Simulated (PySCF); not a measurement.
# WNI: the energy surface near the minimum

How stiff is WNI (triplet) against rigid distortions? The scans start from its PBE0 minimum.

Computed with PySCF 2.14.0. Level: PBE0, basis W def2-SVP with ECP60, N def2-SVP, I def2-SVP with ECP28, scalar-relativistic core potentials, no spin–orbit coupling, density fitting.

## Step 1: Where the work starts

3 atoms, charge 0, spin multiplicity 3.

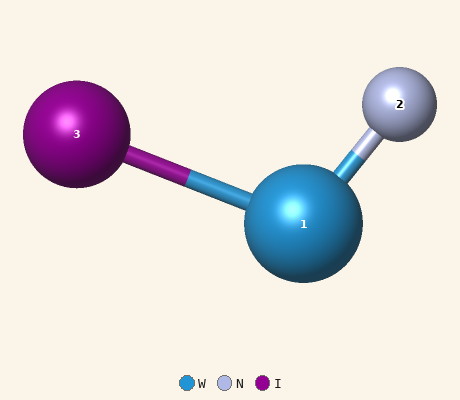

Start geometry, drawn with tungsten blue, nitrogen light blue, iodine purple; atoms are numbered from 1 in the order of the file.

Coordinates in bohr (charge 0 multiplicity 3):
```
W     0.0000    0.0000    0.0000
N     0.1567    2.4241   -1.9644
I     0.1182    1.8284    4.6275
```

## Step 2: Breathing scan

One driver script runs all scans and calls PySCF for each point, on a (75, 302) grid.

The run is started by

```sh
$ OMP_NUM_THREADS=2 python axn.py task.json out
```

A rigid scan with PBE0: all bonds to the central atom are scaled together. Each point starts from its neighbour's orbitals, and energies count from the minimum.

```csv
scale of all bonds to the centre,energy (kJ/mol),dipole size (D),⟨S²⟩
0.88,269.6,3.35,2.01
0.92,105.1,3.71,2.02
0.96,23.1,4.05,2.03
1.00,0.0,4.37,2.05
1.04,17.9,4.65,2.09
1.08,62.5,4.89,2.19
1.14,154.2,5.13,2.54
1.22,282.2,5.26,3.16
1.35,457.9,5.18,3.98
```

The scan needed 14 s of wall time on 2 threads of Arm Neoverse V2, shared host.

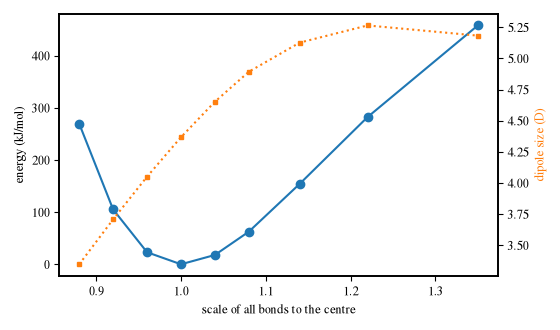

Energy (circles) and dipole moment (squares) along the scan.

⟨S²⟩ grows along the scan: the determinant mixes in higher spin as the pair uncouples.

## Step 3: Stretching one bond

A rigid scan with PBE0: the bond from W to the last atom (I) is scaled and the rest held.

```csv
scale of one bond,energy (kJ/mol),dipole size (D),⟨S²⟩
0.92,32.8,4.01,2.04
0.96,7.1,4.17,2.04
1.00,0.0,4.37,2.05
1.05,8.1,4.64,2.05
1.12,37.0,5.06,2.06
1.20,80.5,5.52,2.09
1.35,159.3,5.90,2.25
1.55,225.7,5.21,2.63
1.80,260.0,4.28,2.90
2.20,273.1,3.95,3.04
```

The scan took 17 s.

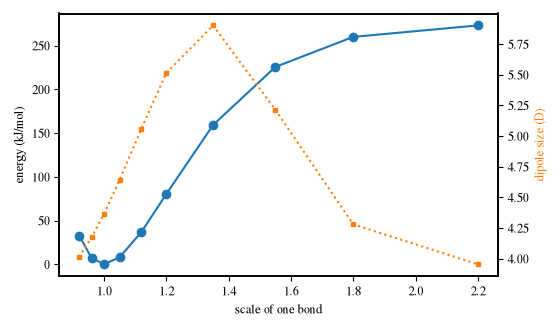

Energy (circles) and dipole moment (squares) along the scan.

⟨S²⟩ grows along the scan: the determinant mixes in higher spin as the pair uncouples.

## Step 4: Bending curve

A rigid scan with PBE0: the N–W–I angle changes, with bonds held.

```csv
bond angle (°),energy (kJ/mol),dipole size (D),⟨S²⟩
80,62.0,5.05,2.06
90,22.5,4.78,2.05
100,3.7,4.54,2.05
110,0.5,4.30,2.05
120,9.0,4.05,2.05
130,25.7,3.72,2.07
140,46.6,3.22,2.12
150,65.0,2.40,2.22
160,77.0,1.50,2.30
170,83.5,0.78,2.34
180,85.6,0.38,2.35
```

The scan took 17 s.

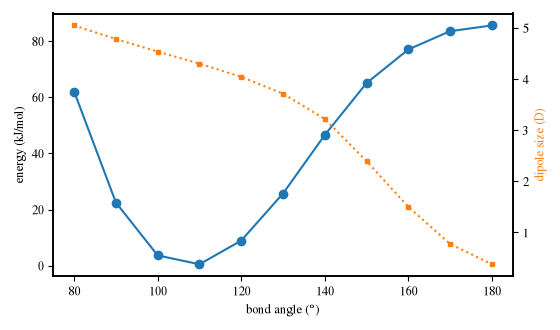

Energy (circles) and dipole moment (squares) along the scan.

Spin contamination is strong at some points.

## Step 5: Outcome

| quantity | value |
| --- | --- |
| all bonds 4 % longer | 17.9 kJ/mol |
| one bond 20 % longer | 80.5 kJ/mol |
| linear shape, bonds held | 85.6 kJ/mol |

**Reading.** Shortening all bonds by 4 % costs 23.1 kJ/mol and lengthening them 17.9: the wall is steeper on the short side. Held rigid otherwise, the linear shape costs 86 kJ/mol. This is the lowest SCF solution found for this spin; with open d or f shells other occupations or spin states may lie lower. With an element this heavy the missing spin–orbit coupling can shift these numbers.
